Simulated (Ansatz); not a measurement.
ClGeH$_{6}$N$_{3}$ (SMILES [NH2][Ge]([NH2])([NH2])[Cl])

Input file:

```
crystal:
  periodic: [false, false, false]
  atoms:
    - {symbol: N, position_ang: [-1.443736, 0.864688, -0.455171]}
    - {symbol: Ge, position_ang: [0.219896, 0.348760, 0.066227]}
    - {symbol: N, position_ang: [0.212390, -0.539219, 1.654082]}
    - {symbol: N, position_ang: [1.095486, -0.561280, -1.242248]}
    - {symbol: Cl, position_ang: [1.333561, 2.153807, 0.407713]}
    - {symbol: H, position_ang: [-2.001323, 1.342997, 0.237067]}
    - {symbol: H, position_ang: [-1.989452, 0.158771, -0.926201]}
    - {symbol: H, position_ang: [1.112731, -0.837177, 2.000258]}
    - {symbol: H, position_ang: [-0.461427, -1.286533, 1.731364]}
    - {symbol: H, position_ang: [0.906100, -1.551023, -1.288399]}
    - {symbol: H, position_ang: [1.080976, -0.150688, -2.164093]}
basis:
  gaussian: {orbitals: def2-TZVPP}
hamiltonian: {xc: pbe0, dispersion: d4}
output: {orbitals: {seedname: orbitals}}
```

Command:

```sh
ansatz run in.yaml --threads 4 --pin off --events-out ev --progress --plain --max-ram 11315MiB
```

Geometry: PBE0-D4/def2-TZVP.

These are results of Ansatz, RKS PBE0-D4/def2-TZVPP, not measurements.

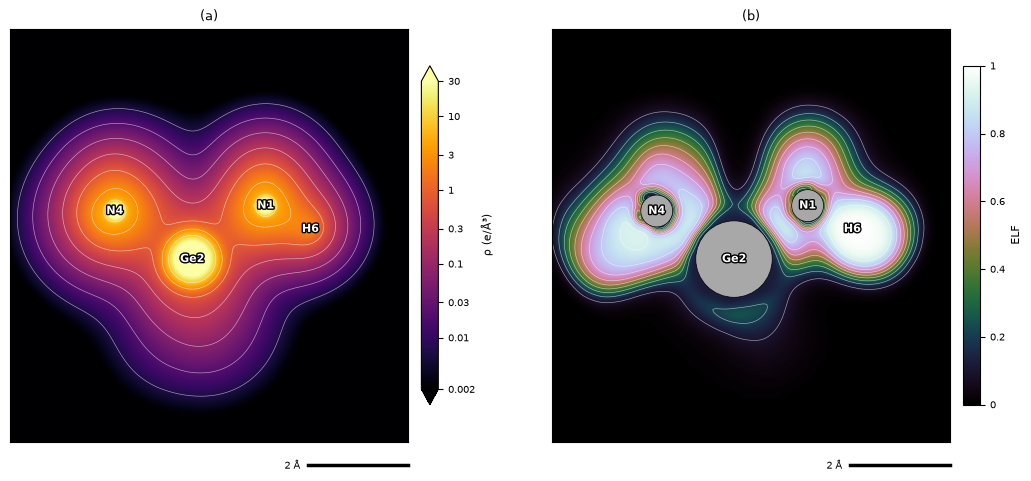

Figure 1. (a) electron density; (b) ELF on the plane of atoms N1, Ge2 and N4. Grey discs cover the atomic cores in the ELF map.

Describe what can be read from this map.

Answer. Atoms in the plane: N, Ge and H.
Ge–N (1.82 Å): the density is about 1 e/Å³ at the midpoint; the ELF peaks at about 0.85 in the valence shell of N, 0.6 Å from its nucleus, and is about 0.50 at the midpoint.
N–H (1.01 Å): the density is about 2.9 e/Å³ at the midpoint; the ELF climbs to about 1 towards the hydrogen, as it does in any bond to H (an ordinary covalent bond to hydrogen).
The ELF also peaks beside N4, away from the bonds: lone-pair regions.

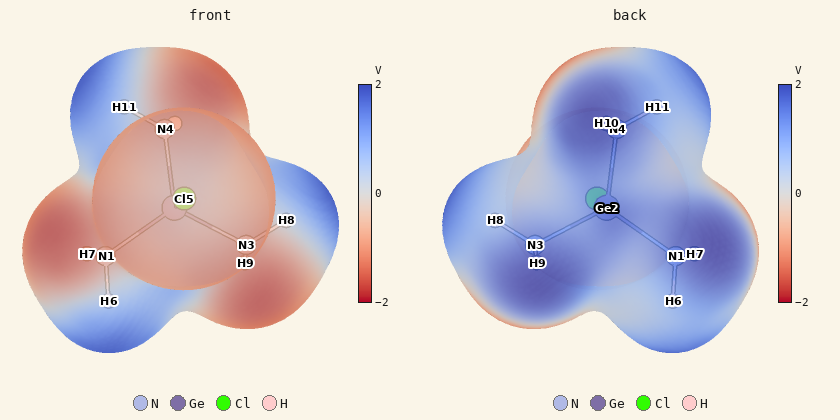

Figure 2. The electrostatic potential painted on the density surface at 0.002 e/bohr³, seen from the front and from behind; red is negative and blue positive.

Describe the electrostatic potential map.

Answer. The most negative region (about −1.5 V) lies over N1, N3 and N4, the most positive (about +1.9 V) over H7, H9 and H10.

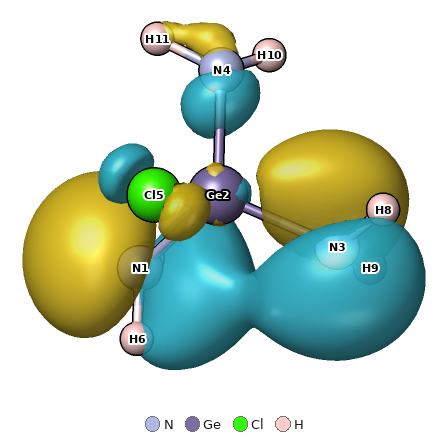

Figure 3. The HOMO−1 at ±0.08 Å⁻³ᐟ² (yellow and cyan are the two phases), seen at an oblique angle.

Describe this orbital and give its energy.

Answer. Its weight (Hirshfeld) is mainly on N1 (about 25 %), N3 (about 25 %), N4 (about 25 %) and Ge2 (about 10 %); largely a combination of lone pairs on N1, N3 and N4. Its energy is −7.69 eV.
